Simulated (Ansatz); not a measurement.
# (AlN)1(GaN)3 [0001] superlattice, started as wurtzite: phonons and vibrational spectra, part 2 of 2

The cell of (AlN)1(GaN)3 [0001] superlattice, started as wurtzite is at rest. What are its phonons?

Ansatz 0.2.0; DFT PBEsol, scalar-relativistic, plane waves, PAW.

So far: The structure; Modes at Γ.

The structure was built from a prototype and need not be the compound's stable phase.

**2. Modes at Γ (continued)**

Transverse modes. Infrared lines, with heights relative to the strongest:

| position (cm⁻¹) | label | relative intensity |
| --- | --- | --- |
| 106 | E | 0.0 |
| 118 | E | 0.0 |
| 173 | E | 0.1 |
| 232 | A1 | 0.1 |
| 265 | A1 | 0.1 |
| 394 | A1 | 3.4 |
| 548 | A1 | 100 |
| 552 | E | 74 |
| 557 | E | 63 |
| 562 | E | 0.6 |
| 622 | E | 59 |
| 683 | A1 | 0.0 |
| 706 | A1 | 0.0 |
| 756 | A1 | 7.4 |

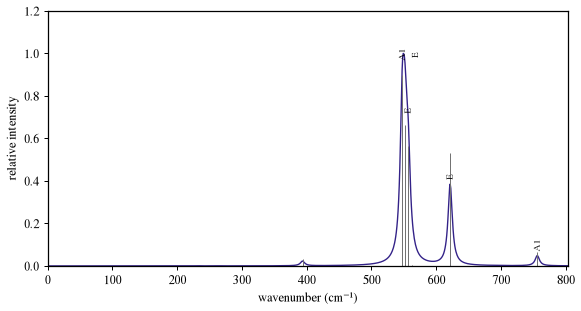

The infrared spectrum, broadened with Lorentzians of width 8 cm⁻¹; bars mark the lines.

Activity x (w_L - w)^4 (n + 1)/w, 532 nm, 300 K; the tensors are static ones, while 532 nm light lies above the computed direct gap, where resonance would change the heights; modes without the macroscopic field alone. Raman lines, with heights relative to the strongest:

| position (cm⁻¹) | label | relative intensity |
| --- | --- | --- |
| 106 | E | 5.5 |
| 118 | E | 5.8 |
| 173 | E | 27 |
| 232 | A1 | 16 |
| 265 | A1 | 1.5 |
| 394 | A1 | 18 |
| 548 | A1 | 100 |
| 552 | E | 57 |
| 557 | E | 11 |
| 562 | E | 87 |
| 622 | E | 32 |
| 683 | A1 | 5.6 |
| 706 | A1 | 16 |
| 756 | A1 | 5.0 |

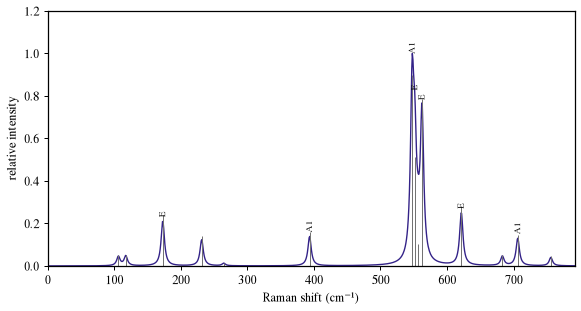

The Raman spectrum, broadened with Lorentzians of width 6 cm⁻¹; bars mark the lines.

Static second-order susceptibility (pm/V), twice the coefficient d of second-harmonic generation. Second order susceptibility, by row:

| field along | xx | yy | zz | yz | xz | xy |
| --- | --- | --- | --- | --- | --- | --- |
| x | 0 | 0 | 0 | 0 | -2.33 | 1.68 |
| y | 1.68 | -1.68 | 0 | -2.33 | 0 | 0 |
| z | -2.33 | -2.33 | 2.06 | 0 | 0 | 0 |

Before it was imposed, the acoustic sum rule was missed by 8.5e-4 eV/Å² and the charge sum rule by 0.016 e. Small misses are needed for a sound result but don't prove that mesh and cutoff are converged. The lowest optical mode is real, 106 cm⁻¹.

The log warns of the k mesh: “the force constants stand on the 9×9×4 k-mesh, whose period is 12.93 times the interband length at k = (0.0000, 0.0000, 0.0000), direct gap 2.283 eV, under 14: take them and everything formed from them as unconverged”.

**3. Isotope substitution, element Ga, natural mass 69.723 amu**

An isotope changes the mass and not the force constants, so no new electronic calculation is needed; the shifts show which modes move this element.

The same force constants with the mass of Ga changed from 69.723 to 70.925 u (phonopy, no LO-TO term). Both lists are sorted by frequency; levels can cross, so a row need not hold one and the same mode. Modes under 3 cm⁻¹ are left out. Isotope shifts, by row:

| q | rank | natural mass (cm⁻¹) | changed mass (cm⁻¹) |
| --- | --- | --- | --- |
| 0 0 0 | 4 | 106.4 | 105.7 |
| 0 0 0 | 5 | 106.4 | 105.7 |
| 0 0 0 | 6 | 117.5 | 116.7 |
| 0 0 0 | 7 | 117.5 | 116.7 |
| 0 0 0 | 8 | 173.1 | 172.8 |
| 0 0 0 | 9 | 173.1 | 172.8 |
| 0 0 0 | 10 | 231.4 | 229.7 |
| 0 0 0 | 11 | 264.7 | 263 |
| 0 0 0 | 12 | 393.6 | 392.2 |
| 0 0 0 | 13 | 547.7 | 547.2 |
| 0 0 0 | 14 | 551.7 | 551 |
| 0 0 0 | 15 | 551.7 | 551 |
| 0 0 0 | 16 | 556.7 | 556 |
| 0 0 0 | 17 | 556.7 | 556 |
| 0 0 0 | 18 | 562.5 | 561.9 |
| 0 0 0 | 19 | 562.5 | 561.9 |
| 0 0 0 | 20 | 621.5 | 621.5 |
| 0 0 0 | 21 | 621.5 | 621.5 |
| 0 0 0 | 22 | 683.2 | 683.2 |
| 0 0 0 | 23 | 706.3 | 705.7 |
| 0 0 0 | 24 | 756 | 755.8 |

A mode of this element alone would shift by -0.85 %. The highest zone-centre frequency without the field goes from 756.0 to 755.8 cm⁻¹ (-0.0 %). The product of the frequency ratios over all optical modes at Γ is 0.943; the product rule, (m/m′)^(3k/2) (M′/M)^(3/2) with k = 3 such atoms and M the mass of the cell, gives 0.943.

**4. Isotope substitution, element N, natural mass 14.007 amu**

The same for N, from 14.01 to 15.00 u.

The same force constants with the mass of N changed from 14.007 to 15.000 u (phonopy, no LO-TO term). Both lists are sorted by frequency; levels can cross, so a row need not hold one and the same mode. Modes under 3 cm⁻¹ are left out. Isotope shifts, by row:

| q | rank | natural mass (cm⁻¹) | changed mass (cm⁻¹) |
| --- | --- | --- | --- |
| 0 0 0 | 4 | 106.4 | 105.9 |
| 0 0 0 | 5 | 106.4 | 105.9 |
| 0 0 0 | 6 | 117.5 | 116.8 |
| 0 0 0 | 7 | 117.5 | 116.8 |
| 0 0 0 | 8 | 173.1 | 171.6 |
| 0 0 0 | 9 | 173.1 | 171.6 |
| 0 0 0 | 10 | 231.4 | 230.6 |
| 0 0 0 | 11 | 264.7 | 263.5 |
| 0 0 0 | 12 | 393.6 | 391.2 |
| 0 0 0 | 13 | 547.7 | 533.6 |
| 0 0 0 | 14 | 551.7 | 535.8 |
| 0 0 0 | 15 | 551.7 | 535.8 |
| 0 0 0 | 16 | 556.7 | 540.8 |
| 0 0 0 | 17 | 556.7 | 540.8 |
| 0 0 0 | 18 | 562.5 | 546 |
| 0 0 0 | 19 | 562.5 | 546 |
| 0 0 0 | 20 | 621.5 | 607.5 |
| 0 0 0 | 21 | 621.5 | 607.5 |
| 0 0 0 | 22 | 683.2 | 660.4 |
| 0 0 0 | 23 | 706.3 | 684.9 |
| 0 0 0 | 24 | 756 | 737 |

A mode of this element alone would shift by -3.37 %. The highest zone-centre frequency without the field goes from 756.0 to 737.0 cm⁻¹ (-2.5 %). The product of the frequency ratios over all optical modes at Γ is 0.677; the product rule, (m/m′)^(3k/2) (M′/M)^(3/2) with k = 4 such atoms and M the mass of the cell, gives 0.677.

**5. Outcome**

| Property | Result |
| --- | --- |
| space group (within 0.01 Å) | P3m1 |
| volume per atom | 11.1 Å³ |
| gap on the k-mesh | 2.28 eV |
| highest optical mode at the zone centre (no LO-TO term) | 756 cm⁻¹ |
| top of the zone-centre spectrum with the field | 800 cm⁻¹ |
| lowest optical zone-centre mode | 106 cm⁻¹ |
| mean high-frequency dielectric constant | 5.51 |
| mean static dielectric constant | 9.96 |
| largest Born charge (third of the trace) | -2.71 e |
| imaginary modes at Γ (the only wavevector solved) | none |

**Reading.** The structure is stable against zone-centre distortions, since no mode there is imaginary; runs at other wavevectors are not part of this account. Without the field, the optical modes at Γ span 106 to 756 cm⁻¹. The dispersion is not part of this account. The highest mode in this list at Γ, 756.0 cm⁻¹, is mostly motion of N (75 % of the kinetic energy). With the macroscopic field of the longitudinal modes the top of the zone-centre spectrum lies at 800 cm⁻¹, against 756 cm⁻¹ without it. Lattice motion raises the mean dielectric constant from 5.513 to 9.959. The strongest infrared line is at 548 cm⁻¹. Averaged over orientations, the strongest Raman line at 532 nm and 300 K is at 548 cm⁻¹, among the modes without the field; their longitudinal partners can be Raman active too. The tensors are the static, non-resonant ones, while 532 nm light (2.33 eV) lies above the computed gap. With the field response the log warns that the k mesh is coarse for the force constants too, so the frequencies may not be converged. The starting cell was built on a prototype and not taken from a measurement, so the phase need not exist. These are harmonic frequencies at zero temperature: anharmonic shifts, linewidths and thermal expansion are left out.

[Hosts, paths, dates, database ids (printed as entryN), source tags and the programs' standing remarks are cut or masked in the printed files.]
